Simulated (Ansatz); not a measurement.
# C3H8Cl3NSi: geometry relaxation (part 2 of 2)

C3H8Cl3NSi; RKS PBE-D4/def2-SVP (Ansatz 0.2.0). The geometry: GFN2-xTB start.

Geometry of the input (Å):
```
C  -0.4824  -0.6818  -0.3571
C  0.7911  -1.3392  -0.8892
C  -0.8924  0.4950  -1.2295
Cl 0.5878  0.8264  3.6405
Cl 2.1318  1.7116  0.8560
Cl -0.9174  2.7264  1.4023
N  -0.3106  -0.2701  1.0345
Si 0.3486  1.1761  1.6637
H  -0.2965  -1.0724  1.6475
H  -1.2940  -1.4209  -0.3634
H  1.6039  -0.6180  -0.9008
H  0.6313  -1.7043  -1.9000
H  1.0803  -2.1776  -0.2595
H  -0.0923  1.2285  -1.2819
H  -1.1089  0.1467  -2.2359
H  -1.7804  0.9736  -0.8271
```

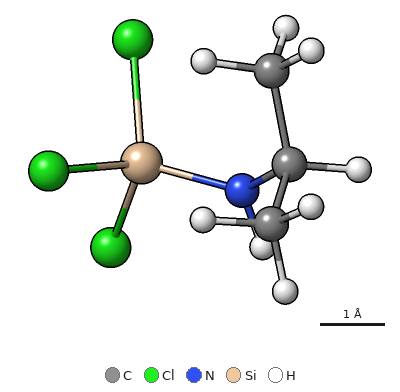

Fig. 1: The geometry at step 5 of the log (ball-and-stick view, seen at a tilt).

Log, continued
```
relax step   8: F+E_penalty+E_count = -50139.37332010 eV  Δ(F+E_penalty+E_count) = -1.547e-4 eV  max|allowed force component| = 1.690e-2 eV/Å  Δτ_max = 0.0336 Å  (20 SCF iters, accepted)
Total energy: -50139.37335770 eV, -1842.5879852076 hartree
Atom 0 at    -0.474085    -0.681924    -0.368019 Å, force     0.000118    -0.001196    -0.008560 eV/Å
Atom 1 at     0.780282    -1.395500    -0.892658 Å, force    -0.004312     0.001837     0.001307 eV/Å
Atom 2 at    -0.866210     0.506602    -1.248852 Å, force     0.002163     0.002035    -0.006713 eV/Å
Atom 3 at     0.678276     0.805415     3.681475 Å, force     0.000601     0.006718    -0.014173 eV/Å
Atom 4 at     2.059372     1.841489     0.777727 Å, force     0.006695    -0.003526     0.007512 eV/Å
Atom 5 at    -1.008670     2.775503     1.549138 Å, force     0.000310    -0.003678     0.006447 eV/Å
Atom 6 at    -0.315270    -0.271951     1.037616 Å, force     0.012964     0.002651     0.014339 eV/Å
Atom 7 at     0.307282     1.184523     1.683364 Å, force    -0.016899    -0.000227    -0.000046 eV/Å
Atom 8 at    -0.266364    -1.055502     1.695556 Å, force     0.003555     0.001179    -0.003397 eV/Å
Atom 9 at    -1.320679    -1.405625    -0.390164 Å, force    -0.002082    -0.000816    -0.001230 eV/Å
Atom 10 at     1.646145    -0.702539    -0.896629 Å, force    -0.001736     0.000171     0.001408 eV/Å
Atom 11 at     0.624963    -1.769712    -1.925341 Å, force    -0.000579    -0.001379    -0.000905 eV/Å
Atom 12 at     1.041753    -2.263487    -0.253375 Å, force    -0.000959     0.000088     0.000106 eV/Å
Atom 13 at    -0.054490     1.263170    -1.288547 Å, force     0.000321    -0.001714     0.001984 eV/Å
Atom 14 at    -1.049698     0.167522    -2.287052 Å, force    -0.001559    -0.003039    -0.001199 eV/Å
Atom 15 at    -1.782616     1.002026    -0.874249 Å, force     0.001399     0.000897     0.003121 eV/Å
Dipole moment:    -0.133581    -0.473003    -0.261451 e Å
Checks for a lower state left out: stability, starts, cluster_reference, orbital_swaps, neighbouring_geometries, increment
```

Trajectory as extended XYZ (Å, eV, eV/Å), 7 of the 8 frames kept, from step=1 to step=8
```
16
Properties=species:S:1:pos:R:3:forces:R:3 step=1 energy=-50139.21196
C    -0.4824   -0.6818   -0.3571    0.4740   0.3504  -0.0834
C     0.7911   -1.3392   -0.8892   -0.6113   0.1193   0.1426
C    -0.8924    0.4950   -1.2295   -0.0924  -0.5707   0.3193
Cl    0.5878    0.8264    3.6405    0.1552  -0.0979   0.9555
Cl    2.1318    1.7116    0.8560    0.8257   0.3126  -0.3837
Cl   -0.9174    2.7264    1.4023   -0.5682   0.9172  -0.0807
N    -0.3106   -0.2701    1.0345   -0.1317   0.2144  -0.1897
Si    0.3486    1.1761    1.6637   -0.4187  -0.9634  -0.2451
H    -0.2965   -1.0724    1.6475    0.1084  -0.3060   0.5958
H    -1.2940   -1.4209   -0.3634   -0.3903  -0.3251  -0.0699
H     1.6039   -0.6180   -0.9008    0.5722   0.4474  -0.0070
H     0.6313   -1.7043   -1.9000   -0.0261  -0.3128  -0.7295
H     1.0803   -2.1776   -0.2595    0.2430  -0.5676   0.3761
H    -0.0923    1.2285   -1.2819    0.5370   0.5586  -0.1058
H    -1.1089    0.1467   -2.2359   -0.1001  -0.1489  -0.6902
H    -1.7804    0.9736   -0.8271   -0.5769   0.3724   0.1958
16
Properties=species:S:1:pos:R:3:forces:R:3 step=2 energy=-50139.35808
C    -0.4662   -0.6787   -0.3620    0.0085  -0.0138  -0.1672
C     0.7897   -1.3707   -0.9125   -0.1533   0.1524   0.1414
C    -0.8986    0.4903   -1.2474    0.0498  -0.1223   0.1920
Cl    0.5972    0.8420    3.7277   -0.0404  -0.0049  -0.1470
Cl    2.1410    1.7691    0.8732   -0.0581  -0.0276   0.0092
Cl   -0.9290    2.8150    1.4606    0.0417  -0.1268   0.0309
N    -0.3045   -0.2744    1.0438   -0.0003   0.1318  -0.1135
Si    0.3233    1.1778    1.7008    0.0337   0.0201   0.0344
H    -0.2791   -1.0787    1.6704    0.0488  -0.0209   0.2517
H    -1.2915   -1.4193   -0.3734   -0.1354  -0.0955   0.0112
H     1.6321   -0.6600   -0.9319    0.1941   0.1075  -0.0093
H     0.6209   -1.7438   -1.9367   -0.0357  -0.0714  -0.1769
H     1.0776   -2.2263   -0.2791    0.0696  -0.1629   0.1049
H    -0.1009    1.2498   -1.3108    0.1471   0.1853  -0.0413
H    -1.1055    0.1351   -2.2693   -0.0147  -0.0550  -0.1801
H    -1.8066    0.9729   -0.8535   -0.1555   0.1039   0.0594
16
Properties=species:S:1:pos:R:3:forces:R:3 step=3 energy=-50139.36898
C    -0.4723   -0.6845   -0.3632    0.0443   0.0288  -0.0375
C     0.7915   -1.3708   -0.9052   -0.0468   0.0228   0.0078
C    -0.8971    0.4965   -1.2392   -0.0057  -0.0284   0.0151
Cl    0.5946    0.8326    3.7057    0.0179   0.0079  -0.0372
Cl    2.1414    1.7646    0.8465   -0.0624  -0.0055   0.0215
Cl   -0.9406    2.7996    1.4590    0.0432  -0.0381   0.0091
N    -0.3080   -0.2758    1.0429   -0.0312  -0.0267  -0.0776
Si    0.3280    1.1774    1.6841   -0.0173  -0.0113   0.0379
H    -0.2778   -1.0712    1.6864    0.0376   0.0577   0.0970
H    -1.3038   -1.4254   -0.3760   -0.0050   0.0009  -0.0063
H     1.6412   -0.6583   -0.9202   -0.0003  -0.0065   0.0024
H     0.6278   -1.7449   -1.9363    0.0102  -0.0127  -0.0091
H     1.0807   -2.2331   -0.2708    0.0012  -0.0083   0.0022
H    -0.0965    1.2638   -1.2953    0.0032   0.0045  -0.0065
H    -1.0969    0.1492   -2.2715    0.0081   0.0120  -0.0139
H    -1.8123    0.9802   -0.8470    0.0029   0.0030  -0.0048
16
Properties=species:S:1:pos:R:3:forces:R:3 step=5 energy=-50139.37201
C    -0.4741   -0.6858   -0.3678   -0.0130   0.0177   0.0425
C     0.7861   -1.3806   -0.9016    0.0216  -0.0175  -0.0019
C    -0.8875    0.4976   -1.2453    0.0018   0.0175  -0.0124
Cl    0.6305    0.8136    3.6931   -0.0083  -0.0013   0.0265
Cl    2.1086    1.7952    0.8319    0.0090   0.0001  -0.0201
Cl   -0.9583    2.7986    1.4952   -0.0211  -0.0065   0.0128
N    -0.3147   -0.2719    1.0385   -0.0031  -0.0051  -0.0239
Si    0.3155    1.1806    1.6852    0.0239   0.0101  -0.0256
H    -0.2660   -1.0531    1.6992   -0.0017  -0.0128  -0.0086
H    -1.3107   -1.4215   -0.3823    0.0038   0.0072  -0.0092
H     1.6419   -0.6747   -0.9135   -0.0119  -0.0092   0.0026
H     0.6278   -1.7578   -1.9333    0.0009   0.0049   0.0165
H     1.0668   -2.2444   -0.2641   -0.0067   0.0113  -0.0078
H    -0.0843    1.2640   -1.2905   -0.0099  -0.0139  -0.0006
H    -1.0757    0.1567   -2.2826    0.0041   0.0047   0.0153
H    -1.8058    0.9835   -0.8619    0.0108  -0.0072  -0.0060
16
Properties=species:S:1:pos:R:3:forces:R:3 step=6 energy=-50139.37255
C    -0.4738   -0.6844   -0.3678   -0.0136   0.0003   0.0302
C     0.7844   -1.3847   -0.8992    0.0137  -0.0081  -0.0013
C    -0.8824    0.4996   -1.2467    0.0071   0.0116  -0.0029
Cl    0.6342    0.8103    3.6895    0.0194   0.0005   0.0141
Cl    2.0989    1.8056    0.8138   -0.0058   0.0019  -0.0009
Cl   -0.9716    2.7934    1.5166   -0.0043  -0.0036  -0.0110
N    -0.3146   -0.2709    1.0381    0.0059  -0.0062  -0.0221
Si    0.3156    1.1827    1.6822   -0.0092   0.0081   0.0093
H    -0.2610   -1.0515    1.6996   -0.0065  -0.0045  -0.0229
H    -1.3127   -1.4171   -0.3843   -0.0032   0.0025  -0.0039
H     1.6427   -0.6826   -0.9092    0.0005  -0.0007   0.0009
H     0.6270   -1.7616   -1.9308   -0.0022   0.0022   0.0049
H     1.0599   -2.2493   -0.2613   -0.0035   0.0011   0.0013
H    -0.0776    1.2636   -1.2907    0.0018  -0.0019   0.0000
H    -1.0688    0.1593   -2.2841    0.0002  -0.0021   0.0043
H    -1.8002    0.9876   -0.8658   -0.0003  -0.0012   0.0000
16
Properties=species:S:1:pos:R:3:forces:R:3 step=7 energy=-50139.37316
C    -0.4741   -0.6828   -0.3680   -0.0026   0.0046   0.0040
C     0.7826   -1.3899   -0.8954   -0.0008  -0.0002   0.0008
C    -0.8742    0.5032   -1.2483    0.0026   0.0045  -0.0067
Cl    0.6635    0.8095    3.6852   -0.0012  -0.0004  -0.0014
Cl    2.0799    1.8235    0.7974   -0.0010   0.0024  -0.0076
Cl   -0.9929    2.7818    1.5336    0.0026   0.0005  -0.0006
N    -0.3158   -0.2711    1.0377    0.0110  -0.0018  -0.0031
Si    0.3118    1.1834    1.6831   -0.0125  -0.0027   0.0095
H    -0.2694   -1.0541    1.6963    0.0052  -0.0021   0.0010
H    -1.3170   -1.4108   -0.3875   -0.0029  -0.0018  -0.0031
H     1.6448   -0.6923   -0.9022   -0.0017  -0.0006   0.0020
H     0.6265   -1.7653   -1.9276   -0.0007  -0.0010   0.0012
H     1.0509   -2.2562   -0.2565   -0.0024   0.0011   0.0002
H    -0.0662    1.2638   -1.2900    0.0015  -0.0010   0.0013
H    -1.0584    0.1629   -2.2860    0.0005  -0.0018  -0.0011
H    -1.7920    0.9945   -0.8718    0.0024   0.0003   0.0034
16
Properties=species:S:1:pos:R:3:forces:R:3 step=8 energy=-50139.37332
C    -0.4741   -0.6819   -0.3680    0.0001  -0.0012  -0.0086
C     0.7803   -1.3955   -0.8927   -0.0043   0.0018   0.0013
C    -0.8662    0.5066   -1.2489    0.0022   0.0020  -0.0067
Cl    0.6783    0.8054    3.6815    0.0006   0.0067  -0.0142
Cl    2.0594    1.8415    0.7777    0.0067  -0.0035   0.0075
Cl   -1.0087    2.7755    1.5491    0.0003  -0.0037   0.0064
N    -0.3153   -0.2720    1.0376    0.0130   0.0027   0.0143
Si    0.3073    1.1845    1.6834   -0.0169  -0.0002   0.0000
H    -0.2664   -1.0555    1.6956    0.0036   0.0012  -0.0034
H    -1.3207   -1.4056   -0.3902   -0.0021  -0.0008  -0.0012
H     1.6461   -0.7025   -0.8966   -0.0017   0.0002   0.0014
H     0.6250   -1.7697   -1.9253   -0.0006  -0.0014  -0.0009
H     1.0418   -2.2635   -0.2534   -0.0010   0.0001   0.0001
H    -0.0545    1.2632   -1.2885    0.0003  -0.0017   0.0020
H    -1.0497    0.1675   -2.2871   -0.0016  -0.0030  -0.0012
H    -1.7826    1.0020   -0.8742    0.0014   0.0009   0.0031
```

Summary

| quantity | value |
| --- | --- |
| outcome | converged |
| total energy | −50139.3734 eV |
| mean-field energy | −50138.7990 eV |
| dispersion energy | −0.5744 eV |
| HOMO | −6.01 eV |
| LUMO | −0.68 eV |
| largest force (length of the vector) at the end | 0.020 eV/Å |
| dipole moment | 2.67 D |
| hardware | 4 threads of Arm Neoverse V2, 23 GiB of memory available, shared host |
| wall time | 15 s (CPU time 56 s) |
| peak memory | 0.27 GiB |
